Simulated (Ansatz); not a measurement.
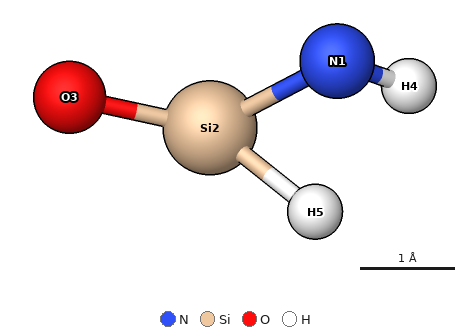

The structure (ball-and-stick view, seen on its broad side; atoms are numbered from 1 in the order of the input).

# Run report: SiNH2O (charge −1), phonon calculation

System: SiNH2O, charge −1.
Method: UKS B3LYP/def2-SVP (Ansatz 0.2.0).

It belongs to a series of runs on one base structure; here: vibrations at the highest image of the band. Figures and captions count atoms from 1; the log counts them from 0 in places.

Input
```yaml
crystal:
  periodic: [false, false, false]
  atoms:
    - { symbol: "N", position_ang: [0.631635, -0.665989, 0.472607] }
    - { symbol: Si, position_ang: [-0.149226, 0.582746, -0.454609] }
    - { symbol: O, position_ang: [0.069927, 2.116017, -0.221983] }
    - { symbol: H, position_ang: [0.430945, -1.48712, -0.119314] }
    - { symbol: H, position_ang: [-0.983281, -0.545654, 0.323299] }
total_charge: -1
magnetization:
  spin_polarized: true
basis:
  gaussian: { orbitals: def2-SVP }
hamiltonian:
  xc: b3lyp
phonons: {}
```

Command:
```bash
ansatz run input.yaml --threads 1 --pin off --max-ram 2048MiB --backend cpu --events-out ev --progress --plain --runs-dir out
```

Output
```
Engine: ansatz 0.2.0, x86_64-unknown-linux-gnu
Functional definition: B3LYP
  parameter a0 = 0.2
  parameter ax = 0.72
  parameter ac = 0.81
  exchange = (1 - a0 - ax)*slater_x + ax*b88_x + a0*exact_x
  correlation = (1 - ac)*vwn_rpa_c + ac*lyp_c
581 factors; integrals over basis functions are off by at most 4.0e-4 eV
mean field evaluation 1: about -11437.5915 eV, gradient 2.8e1 eV
mean field evaluation 2: about -11422.6540 eV, gradient 6.2e1 eV
mean field evaluation 4: about -11440.8324 eV, gradient 6.2e0 eV
mean field evaluation 8: about -11441.0135 eV, gradient 8.7e-2 eV
mean field evaluation 16: about -11441.0136 eV, gradient 3.6e-5 eV
mean field -11441.01355945 eV, -420.4494933122 hartree, gradient 7.1e-6 eV, S^2 0.000000; 1 other end points of the search recorded, 0 dependent functions left out
the calculation of the forces begins
reference -11441.01375174 eV, -420.4495003787 hartree; 16, 16 occupied and 40, 40 virtual orbitals, 581 factors
these checks for a lower state are left out or cut short: stability, starts, cluster_reference, orbital_swaps, neighbouring_geometries, increment
581 factors; integrals over basis functions are off by at most 4.0e-4 eV
mean field -11441.01349753 eV, -420.4494910367 hartree, gradient 2.3e-6 eV, S^2 0.000000; 0 other end points of the search recorded, 0 dependent functions left out
[... from here on the field's lines of each further geometry are left out, up to the last ...]
the calculation of the forces begins
reference -11441.01378409 eV, -420.4495015676 hartree; 16, 16 occupied and 40, 40 virtual orbitals, 581 factors
these checks for a lower state are left out or cut short: stability, starts, cluster_reference, orbital_swaps, neighbouring_geometries, increment
581 factors; integrals over basis functions are off by at most 4.0e-4 eV
mean field -11441.01351900 eV, -420.4494918258 hartree, gradient 2.7e-6 eV, S^2 0.000000; 0 other end points of the search recorded, 0 dependent functions left out
the calculation of the forces begins
reference -11441.01371128 eV, -420.4494988920 hartree; 16, 16 occupied and 40, 40 virtual orbitals, 581 factors
WARN: phonons: modes at or below zero, which the zero-point energy, F, S and C_V leave out: 1, the lowest at -1308.12 cm⁻¹. A minimum has none, and a first-order saddle one
Total energy: -11441.01375174 eV, -420.4495003787 hartree
Atom 0 at     0.631635    -0.665989     0.472607 Å, force    -0.019133     0.013088    -0.013188 eV/Å
Atom 1 at    -0.149226     0.582746    -0.454609 Å, force     0.003241    -0.033466    -0.030500 eV/Å
Atom 2 at     0.069927     2.116017    -0.221983 Å, force     0.002276     0.027566     0.022510 eV/Å
Atom 3 at     0.430945    -1.487120    -0.119314 Å, force     0.015934    -0.017846     0.006617 eV/Å
Atom 4 at    -0.983281    -0.545654     0.323299 Å, force    -0.002319     0.010659     0.014562 eV/Å
Dipole moment:    -0.083146    -0.405603    -0.154452 e Å
Vibrations: -1308.12 337.42 400.93 787.78 860.35 1108.61 1136.02 1730.47 3385.48 cm⁻¹, zero-point energy 0.604240 eV
```

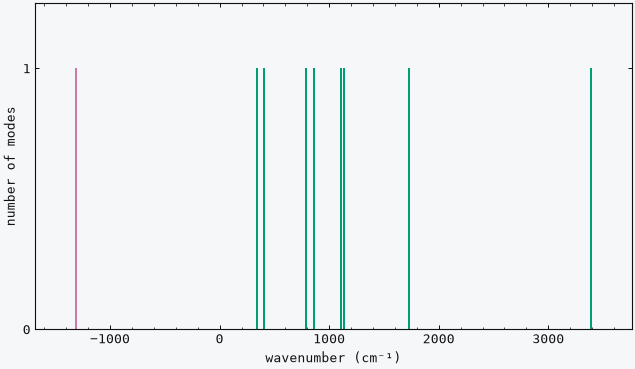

Harmonic vibrational wavenumbers from the force constants; neighbouring modes closer than 21 cm⁻¹ are counted in one stick, and imaginary ones are drawn at negative wavenumbers. 9 modes from 1308i to 3385 cm⁻¹, 1 imaginary beyond 8i (1308i cm⁻¹): a first-order saddle point, if the geometry is stationary.

Key numbers

```json
{"quantity": "outcome", "value": "converged"}
{"quantity": "total energy", "value": "−11441.0138 eV"}
{"quantity": "mean-field energy", "value": "−11441.0138 eV"}
{"quantity": "largest force (length of the vector)", "value": "0.045 eV/Å"}
{"quantity": "hardware", "value": "1 thread of Intel Xeon @ 2.50GHz (Skylake/Cascade Lake), 192 GiB of memory available, shared host"}
{"quantity": "wall time", "value": "51 s"}
{"quantity": "peak memory", "value": "0.15 GiB"}
```
